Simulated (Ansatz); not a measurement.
# SnH3F (SMILES [F][SnH3]): levels of theory compared

Aim: a comparison of 6 runs (UB3LYP/STO-3G, UPBE0/STO-3G, RPA@PBE/STO-3G, UMP2/STO-3G, CCSDT(Q)/STO-3G, UCCSD(T)/STO-3G) of SnH3F. 

The results are computed with Ansatz 0.2.0.

64 further runs of the same task are left out: 12 that didn't finish, 52 set aside as unsound or not needed.

## (1) The molecule

SnH3F: 5 atoms, total charge 0, spin state singlet. SMILES: `[F][SnH3]`. The H4–Sn2 distance was set to 3.401 Å, away from the relaxed value. At this shape a bond of the SMILES string is far longer than usual.

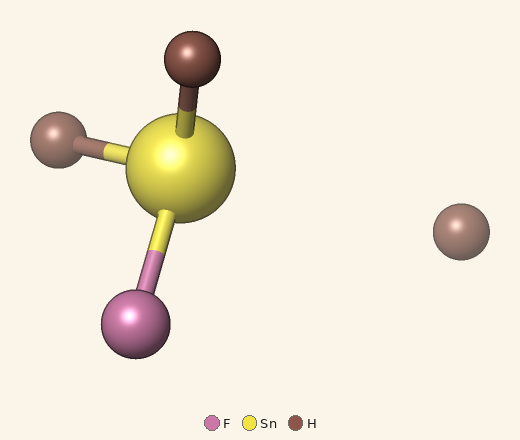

Viewed from a chosen angle; fluorine pink, tin yellow, hydrogen brown.

## (2) The energy at UB3LYP/STO-3G (run 1)

job.yaml

```yaml
basis:
  gaussian: {orbitals: STO-3G}
crystal:
  periodic: [false, false, false]
  atoms:
    - {symbol: F, position_ang: [-1.503506, 2.278942, 0.365383]}
    - {symbol: Sn, position_ang: [-0.118106, 1.494742, -0.718617]}
    - {symbol: H, position_ang: [-0.746906, 1.505842, -2.298717]}
    - {symbol: H, position_ang: [0.318900, -1.626500, 0.560600]}
    - {symbol: H, position_ang: [1.225594, 2.515842, -0.508617]}
hamiltonian: {xc: {name: B3LYP}}
magnetization: {spin_polarized: true}
accuracy: high
```

Command:

```
$ ansatz run job.yaml --threads 1 --pin off --max-ram 2610MiB --events-out events.jsonl --progress --plain --runs-dir runs
```

Output:

```text
Warning: RAYON_NUM_THREADS=1 ignored (pool sized by the plan → 1); use --threads N
Functional definition: B3LYP
  name "B3LYP"
  parameter a0 = 0.2
  parameter ax = 0.72
  parameter ac = 0.81
  exchange = (1 - a0 - ax)*slater_x + ax*b88_x + a0*exact_x
  correlation = (1 - ac)*vwn_rpa_c + ac*lyp_c
634 factors; integrals over basis functions are off by at most 4.9e-9 eV
mean field evaluation 1: about -165038.3822 eV, gradient 1.5e1 eV
mean field evaluation 2: about -165032.2038 eV, gradient 1.8e1 eV
mean field evaluation 4: about -165044.0122 eV, gradient 8.5e0 eV
mean field evaluation 8: about -165045.0870 eV, gradient 1.0e0 eV
mean field evaluation 16: about -165045.0362 eV, gradient 2.0e-4 eV
mean field evaluation 32: about -165046.0733 eV, gradient 2.1e0 eV
mean field -165046.06791947 eV, -6065.3311237975 hartree, gradient 2.7e-8 eV, S^2 0.904691; 2 other end points of the search recorded, 0 dependent functions left out
reference -165046.06794792 eV, -6065.3311248433 hartree; 31, 31 occupied and 4, 4 virtual orbitals, 634 factors
Total energy: -165046.06794792 eV, -6065.3311248433 hartree
```

It took 5.7 s on 1 thread of Arm Neoverse V2, shared host; peak memory 0.17 GiB.

## (3) The energy at UPBE0/STO-3G (run 2)

molecule.yaml

```yaml
crystal:
  periodic: [false, false, false]
  atoms:
    - symbol: F
      position_ang: [-1.503506, 2.278942, 0.365383]
    - symbol: Sn
      position_ang: [-0.118106, 1.494742, -0.718617]
    - symbol: H
      position_ang: [-0.746906, 1.505842, -2.298717]
    - symbol: H
      position_ang: [0.318900, -1.626500, 0.560600]
    - symbol: H
      position_ang: [1.225594, 2.515842, -0.508617]
basis:
  gaussian: {orbitals: STO-3G}
hamiltonian: {xc: {name: PBE0}}
magnetization: {spin_polarized: true}
accuracy: high
```

Command:

```
$ ansatz run molecule.yaml --threads 1 --pin off --max-ram 2610MiB --events-out events.jsonl --progress --plain --runs-dir runs
```

Output:

```text
Warning: RAYON_NUM_THREADS=1 ignored (pool sized by the plan → 1); use --threads N
Functional definition: PBE0
  name "PBE0"
  parameter a = 0.25
  parameter kappa = 0.804
  parameter beta = 0.06672455060314922
  exchange = (1 - a)*pbe_x(kappa = kappa, mu = beta*pi^2/3) + a*exact_x
  correlation = pbe_c(beta = beta)
634 factors; integrals over basis functions are off by at most 4.9e-9 eV
mean field evaluation 1: about -165028.7040 eV, gradient 1.5e1 eV
mean field evaluation 2: about -165023.0390 eV, gradient 1.6e1 eV
mean field evaluation 4: about -165034.5102 eV, gradient 6.3e0 eV
mean field evaluation 8: about -165035.0754 eV, gradient 1.9e-1 eV
mean field evaluation 16: about -165035.0175 eV, gradient 8.8e-5 eV
mean field evaluation 32: about -165036.3563 eV, gradient 1.7e-8 eV
mean field -165036.35632201 eV, -6064.9742291739 hartree, gradient 1.7e-8 eV, S^2 0.948138; 3 other end points of the search recorded, 0 dependent functions left out
reference -165036.35632353 eV, -6064.9742292295 hartree; 31, 31 occupied and 4, 4 virtual orbitals, 634 factors
Total energy: -165036.35632353 eV, -6064.9742292295 hartree
```

Run time: 6.3 s. Hardware: 1 thread of Arm Neoverse V2, shared host; peak memory 0.18 GiB.

Runs 3 to 5 aren't shown in full; the table further down has their settings and results.

## (4) A single-point energy at UCCSD(T)/STO-3G (run 6)

molecule.yaml

```yaml
crystal:
  periodic: [false, false, false]
  atoms:
    - {symbol: F, position_ang: [-1.503506, 2.278942, 0.365383]}
    - {symbol: Sn, position_ang: [-0.118106, 1.494742, -0.718617]}
    - {symbol: H, position_ang: [-0.746906, 1.505842, -2.298717]}
    - {symbol: H, position_ang: [0.318900, -1.626500, 0.560600]}
    - {symbol: H, position_ang: [1.225594, 2.515842, -0.508617]}
basis:
  gaussian: {orbitals: STO-3G}
magnetization: {spin_polarized: true, initial_magnetization: 0}
correlation: {method: ccsd_t, frozen_orbitals: {F: 1, H: 0, Sn: 18}}
accuracy: high
scf: {omitted_lower_state_checks: [cluster_reference, increment]}
```

Command:

```
$ ansatz run molecule.yaml --threads 1 --pin off --max-ram 2610MiB --events-out events.jsonl --progress --plain --runs-dir runs
```

Output:

```text
Warning: RAYON_NUM_THREADS=1 ignored (pool sized by the plan → 1); use --threads N
[... 14 lines left out ...]
19 core orbitals not correlated: weight in the atoms' cores, before any rotation towards them, 1.000 or more for the frozen orbitals, at most 0.000 for the correlated occupied ones
[... 34 lines left out ...]
Total energy: -164982.41551006 eV, -6062.9919408970 hartree
Checks for a lower state left out: cluster_reference, increment
```

Run time: 1.6 s. Hardware: 1 thread of Arm Neoverse V2, shared host; peak memory 0.11 GiB.

## (5) Overview of the runs

```csv
run,level,frozen core orbitals,energy (Eh),⟨S²⟩,wall time
1,UB3LYP/STO-3G,–,-6065.331125,0.905,5.7 s
2,UPBE0/STO-3G,–,-6064.974229,0.948,6.3 s
3,RPA@PBE/STO-3G,19,-6063.011814,–,2.8 s
4,UMP2/STO-3G,19,-6062.968133,0.980,1.2 s
5,CCSDT(Q)/STO-3G,19,-6062.995545,–,1 s
6,UCCSD(T)/STO-3G,19,-6062.991941,0.980,1.6 s
```

## (6) Outcome

```
                                           quantity           value
                                run 6: total energy  -6062.99194 Eh
run 6: correlation energy (19 core orbitals frozen)       -69.6 mEh
                              run 6: (T) correction       -2.95 mEh
           run 6: ⟨S²⟩ of the reference determinant           0.980
                               run 6: T1 diagnostic           0.016
```

Totals of different functionals can't be ranked against each other. In runs 3, 5 the log says that unrestricted orbitals would lower the reference, so the values rest on an unstable closed-shell determinant (other closed-shell runs at this shape may share the fault). In runs 1, 2, 3, 4, 5, 6 the basis is minimal, so the values are rough. In run 3 a closed-shell determinant meets a far-stretched bond, which it describes badly. In runs 1, 2, 3, 4, 5, 6 relativity is left out where basis or elements ask for it. Spin contamination of the reference: run 4 ⟨S²⟩ = 0.98, run 6 ⟨S²⟩ = 0.98, run 2 ⟨S²⟩ = 0.95, run 1 ⟨S²⟩ = 0.90. Where it is this large, the reference is a mixture of spin states, and values that rest on it are in doubt. All runs together took 19 s, the longest 6.3 s.
